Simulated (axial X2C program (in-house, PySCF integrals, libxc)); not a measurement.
# Relativistic diatomic calculation for ZrCl⁻

- system: ZrCl⁻, single determinant with M_S = 1 and |Λ| = 3 (not the lowest found).
- method: PBE0, spin-free X2C-1e, Zr dyall-av3z, Cl dyall-av3z (cores contracted) (axial X2C program (in-house, PySCF integrals, libxc))

Summary:

| quantity | value |
| --- | --- |
| outcome | converged; a filled level lies above zero |
| bond length rₑ | 2.435 Å |
| ωₑ | 303.3 cm⁻¹ |
| energy at the minimum | −4059.60424 hartree |
| depth below the fragments | 2.23 eV |
| largest ⟨S²⟩ along the curve | 2.14 |
| hardware | 1 CPU thread, shared host |
| wall time | 15 s |

Notes:

The highest filled level (PBE0, up to 0.51 eV) lies above zero. That is common for anions, where the functional's self-interaction leaves the outer electrons unbound; only the finite basis holds them, so such levels depend on it. Limits: 9 of the 10 points asked for were kept.

Input:
```
{"zs": [40, 17], "q": -1, "bas": ["dyall-av3z", "dyall-av3z"], "levels": ["PBE0", "HF", "PBE50", "r2SCAN0"], "cc": false, "r0": 2.53, "npts": 10, "nst": 2, "ntry": 6, "opt": {"gaunt": 0}}
```

The line is the task of a batch: nuclear charges, charge, bases, the levels to run, a first guess of the distance and further settings. This report covers PBE0 without spin-orbit coupling. The log is that of the reference distance 2.51 Å.

Launched within a batch (the task file carries these settings):
```bash
python <driver script> task.json out
```

Output:
```
spin-free X2C-1e  PBE0
basis functions 209  fitting functions 1068  grid points 5080
iter        total energy     max residual
   1      -4058.620459294     3.29e+00
   2      -4059.596612729     1.64e-02
   3      -4059.591495307     2.46e-02
   4      -4059.603340560     2.05e-03
   5      -4059.603420274     8.57e-04
   6      -4059.603444591     2.08e-04
   7      -4059.603445818     6.75e-05
   8      -4059.603445898     1.44e-05
   9      -4059.603445924     3.86e-06
  10      -4059.603445928     1.68e-06
  11      -4059.603445929     1.12e-06
converged
one-electron -5901.36515169  Coulomb 1841.59152265  exact exchange -35.21043967  xc functional -107.98212759  nuclear repulsion 143.36275037
```

The points of the curve:

```csv
R (Å),E (hartree),"dipole (D; origin at the first atom, positive when the second is positive)",highest filled (eV),lowest empty (eV)
2.184,−4059.589824,0.04,0.51,1.68
2.284,−4059.599782,−0.36,0.36,1.68
2.359,−4059.603240,−0.73,0.28,1.68
2.435,−4059.604238,−1.14,0.24,1.69
2.510,−4059.603446,−1.59,0.19,1.69
2.598,−4059.600946,−2.16,0.13,1.70
2.686,−4059.597318,−2.76,0.07,1.71
2.799,−4059.591713,−3.58,−0.02,1.72
2.937,−4059.584256,−4.62,−0.14,1.73
```

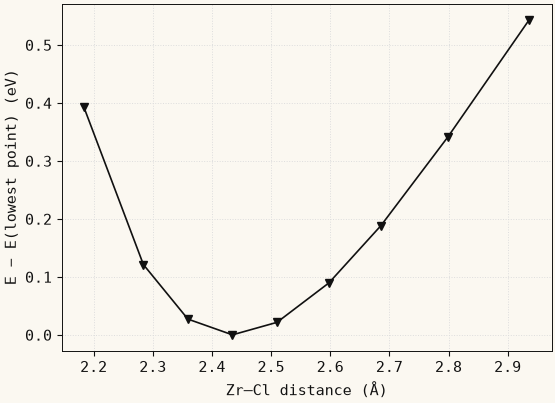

*Energy at 9 bond lengths, for one set of occupations held fixed; the line joins the points.*

A polynomial of degree 6 through 9 points gives rₑ = 2.435 Å, ωₑ = 303.3 cm⁻¹, ωₑxₑ = 1.4 cm⁻¹ and Bₑ = 0.1129 cm⁻¹. The minimum lies 2.23 eV below Zr + Cl⁻, each computed as one determinant at the same level.

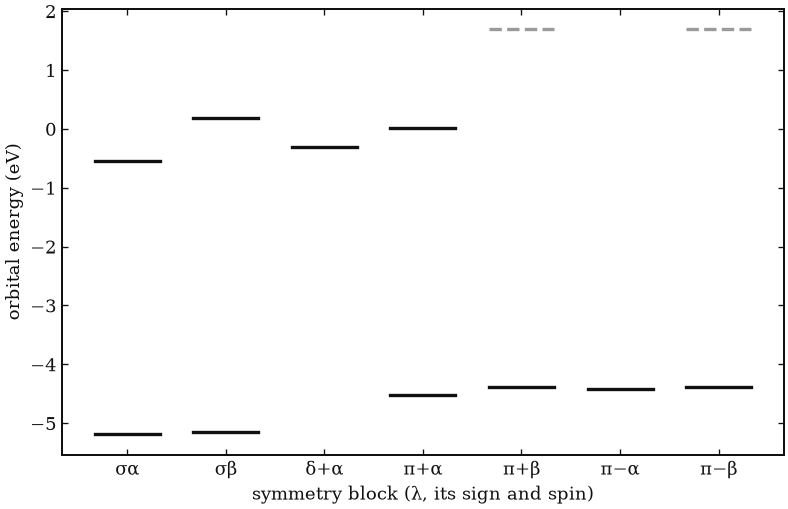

*Orbital energies near the frontier at 2.51 Å, filled (solid) and empty (dashed); a label such as π−α means λ = −1 and α spin.*

The highest filled orbital (σβ; 74 % Zr s, 14 % Zr p) lies at 0.19 eV, the lowest empty one (π−β; 100 % Zr p) at 1.69 eV. A filled level above zero is held only by the finite basis .
